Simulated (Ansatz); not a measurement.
Cl2GaH2N

The calculation's input:

```
crystal:
  periodic: [false, false, false]
  atoms:
    - { symbol: Ga, position_ang: [0.0, 0.0, 0.0] }
    - { symbol: "N", position_ang: [0.0, 0.0, 1.93] }
    - { symbol: H, position_ang: [-0.877, -0.2713, 2.46] }
    - { symbol: H, position_ang: [0.877, 0.2713, 2.46] }
    - { symbol: Cl, position_ang: [1.9398, 0.0, -1.12] }
    - { symbol: Cl, position_ang: [-1.9398, 0.0, -1.12] }
basis:
  gaussian: { orbitals: def2-SVP }
hamiltonian:
  xc: pbe
  dispersion: d4
relax:
  f_tol: 0.02
  max_steps: 40
output:
  orbitals: {}
```

Command:

```sh
ansatz run input.yaml --threads 1 --pin off --max-ram 2048MiB --backend cpu --events-out ev --progress --plain --runs-dir out
```

The fields are those of the run's last geometry, not of the input's.

Method: RKS PBE-D4/def2-SVP (Ansatz 0.2.0).

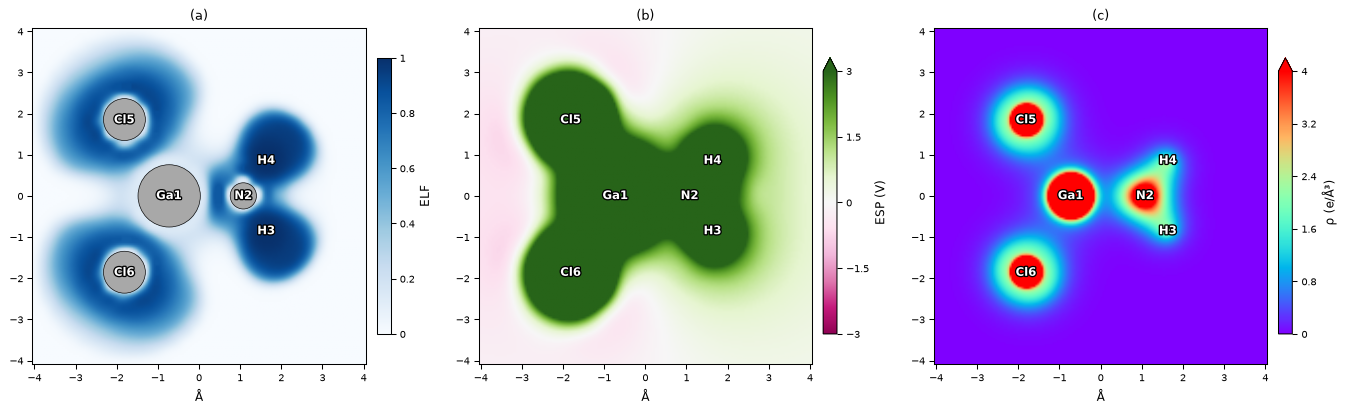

Figure 1. (a) electron localisation function; (b) electrostatic potential; (c) total electron density on the molecular plane. Grey discs cover the atomic cores in the ELF map.

> Describe what can be read from this map.

Atoms in the plane: Ga, N, H and Cl.
Ga–N (1.80 Å): ρ at the midpoint is about 0.92 e/Å³; the ELF peaks at about 0.85 in the valence shell of N, 0.7 Å from its nucleus, and is about 0.25 at the midpoint.
Ga–Cl (2.15 Å): ρ is about 0.68 e/Å³ halfway; the ELF peaks at about 0.85 in the valence shell of Cl, 0.8 Å from its nucleus, and is about 0.55 at the midpoint.
N–H (1.02 Å): ρ is about 2.7 e/Å³ halfway; the ELF climbs to about 1 towards the hydrogen, as it does in any bond to H; a covalent bond by its length.
The ELF also peaks beside Cl6 and Cl5, away from the bonds: lone-pair regions.
Outside the dense part of the molecule the potential is most negative (−0.7 V) near Cl5 and Cl6.

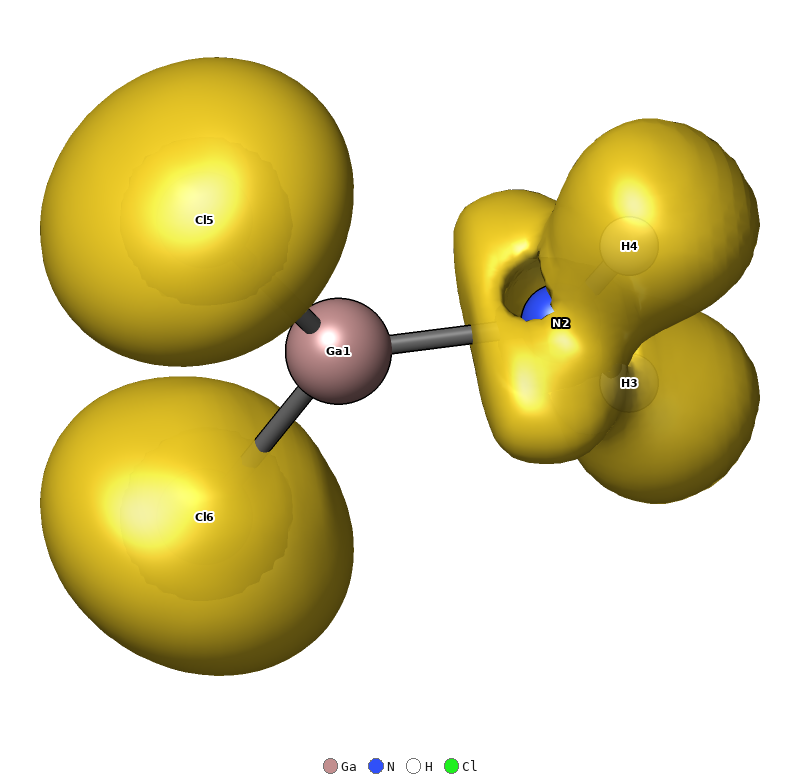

Figure 2. Isosurface of the electron localisation function at 0.75 (yellow), seen at an oblique angle. Core shells and regions of very low density are left out.

> What do the ELF domains correspond to?

At this value the surface marks out two regions wrapped around Cl (the valence shell of each) and one joined region spread over several atoms (H, N), in which their bonds and any lone pairs are merged.

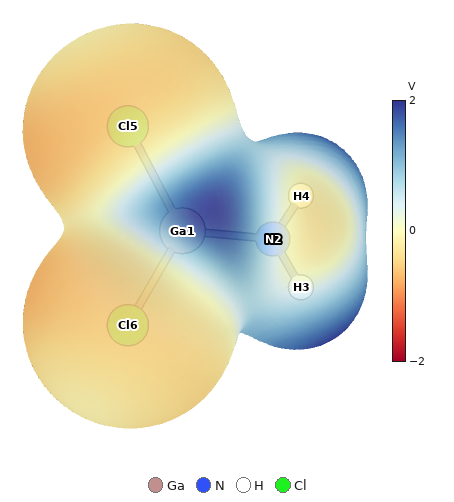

Figure 3. The molecular electrostatic potential painted on the density surface at 0.002 e/bohr³, seen at a tilt; the colour scale runs from red (negative) to blue (positive).

> Describe the electrostatic potential map.

The most negative region (about −0.7 V, or −16 kcal/mol for a unit charge) lies over Cl5 and Cl6, the most positive (about +1.9 V, or +44 kcal/mol for a unit charge) over Ga1, H3 and H4.
